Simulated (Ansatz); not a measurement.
# [NH4]+ (ammonium): FCI/3-21G

Aim: the vertical singlet–triplet gap of [NH4]+ (ammonium) at FCI/3-21G, from 2 runs. 

The calculation is run with Ansatz 0.2.0.

2 further runs of the same task are left out: 2 set aside as unsound or not needed.

### Step 1. Starting point

The species is [NH4]+ (5 atoms), meant as a singlet with charge +1. As SMILES, `[NH4+]`. Geometry: relaxed at PBE0-D4/def2-TZVP.

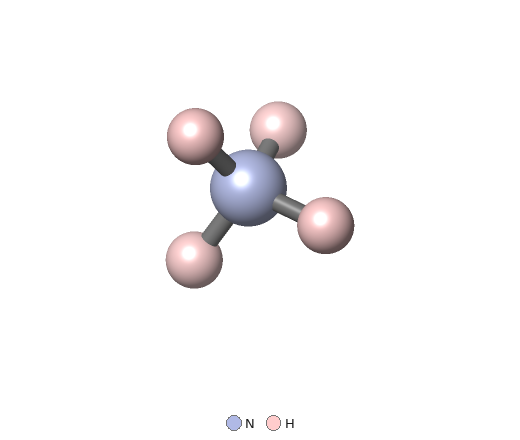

Viewed from a chosen angle; nitrogen light blue, hydrogen pink.

### Step 2. The energy at FCI/3-21G

molecule.yaml

```yaml
crystal:
  periodic: [false, false, false]
  atoms:
    - symbol: N
      position_ang: [0.000010, 0.000010, -0.000000]
    - symbol: H
      position_ang: [0.453330, -0.447860, 0.801010]
    - symbol: H
      position_ang: [-0.972430, 0.216180, 0.235210]
    - symbol: H
      position_ang: [0.023940, -0.633460, -0.803650]
    - symbol: H
      position_ang: [0.495160, 0.865130, -0.232580]
basis:
  gaussian:
    orbitals: 3-21G.json
total_charge: 1
correlation:
  method: fci
  frozen_orbitals: {H: 0, "N": 1}
accuracy: high
```

The basis set 3-21G is read from a file made from the Basis Set Exchange's data (not shown).

Run with:

```console
$ ansatz run molecule.yaml --threads 1 --pin off --max-ram 3480MiB --events-out events.jsonl --progress --plain --runs-dir runs
```

Log:

```text
Warning: RAYON_NUM_THREADS=1 ignored (pool sized by the plan → 1); use --threads N
Functional definition: HF
  name "HF"
  exchange = exact_x
  correlation = 0
338 factors; integrals over basis functions are off by at most 3.8e-9 eV
mean field evaluation 1: about -1527.5641 eV, gradient 3.9e1 eV
mean field evaluation 2: about -1527.5578 eV, gradient 3.9e1 eV
mean field evaluation 4: about -1530.1984 eV, gradient 1.0e0 eV
mean field evaluation 8: about -1530.2007 eV, gradient 1.2e-4 eV
mean field -1530.20072978 eV, -56.2338396120 hartree, gradient 2.8e-8 eV, S^2 0.000000; 0 other end points of the search recorded, 0 dependent functions left out
1 core orbitals not correlated: weight in the atoms' cores, before any rotation towards them, 1.000 or more for the frozen orbitals, at most 0.000 for the correlated occupied ones
reference -1530.20072978 eV, -56.2338396120 hartree; 4, 4 occupied and 12, 12 virtual orbitals, 338 factors
state -1533.84916809 eV, -56.3679172471 hartree
Total energy: -1533.84916809 eV, -56.3679172471 hartree
```

It took 10 s on 1 thread of Arm Neoverse V1, shared host; peak memory 0.31 GiB.

### Step 3. The triplet, same level

Edit molecule.yaml of step 2 so:

```diff
@@ -14,8 +14,6 @@
 basis:
-  gaussian:
-    orbitals: 3-21G.json
+  gaussian: {orbitals: 3-21G.json}
 total_charge: 1
-correlation:
-  method: fci
-  frozen_orbitals: {H: 0, "N": 1}
+magnetization: {spin_polarized: true, initial_magnetization: 2}
+correlation: {method: fci, frozen_orbitals: {H: 0, "N": 1}}
 accuracy: high
```

The basis set 3-21G is read from a file made from the Basis Set Exchange's data (not shown).

Run with:

```console
$ ansatz run molecule.yaml --threads 1 --pin off --max-ram 3480MiB --events-out events.jsonl --progress --plain --runs-dir runs
```

Log (excerpt; [...] marks lines left out):

```text
Warning: RAYON_NUM_THREADS=1 ignored (pool sized by the plan → 1); use --threads N
Functional definition: HF
  name "HF"
[...]
338 factors; integrals over basis functions are off by at most 3.8e-9 eV
[...]
mean field -1515.53594299 eV, -55.6949186377 hartree, gradient 8.7e-8 eV, S^2 2.006163; 2 other end points of the search recorded, 0 dependent functions left out
determinant -1515.53594299 eV, -55.6949186377 hartree, with singles and doubles -1518.53760584 eV, -55.8052277128 hartree
determinant -1515.53580509 eV, -55.6949135698 hartree, with singles and doubles -1518.53748256 eV, -55.8052231823 hartree
determinant -1515.53594299 eV, -55.6949186377 hartree, with singles and doubles -1518.53953598 eV, -55.8052986441 hartree
determinant -1515.53580509 eV, -55.6949135698 hartree, with singles and doubles -1518.53941419 eV, -55.8052941685 hartree
1 core orbitals not correlated: weight in the atoms' cores, before any rotation towards them, 1.000 or more for the frozen orbitals, at most 0.000 for the correlated occupied ones
reference -1515.46308050 eV, -55.6922409908 hartree; 5, 3 occupied and 11, 13 virtual orbitals, 338 factors
state -1518.60551379 eV, -55.8077232841 hartree
Total energy: -1518.60551379 eV, -55.8077232841 hartree
```

Wall time 70 s (1 thread of Arm Neoverse V1, shared host); peak memory 0.53 GiB.

### Step 4. What came out

At FCI/3-21G, 1 core orbital frozen:

| quantity | value |
| --- | --- |
| singlet: total energy | -56.36792 Eh |
| singlet: correlation energy (1 core orbital frozen) | -134.1 mEh |
| triplet: total energy | -55.80772 Eh |
| triplet: correlation energy (1 core orbital frozen) | -115.5 mEh |
| vertical energy of the triplet above the singlet | 15.244 eV |

At this shape the triplet lies 15.24 eV (1471 kJ/mol) above the singlet.
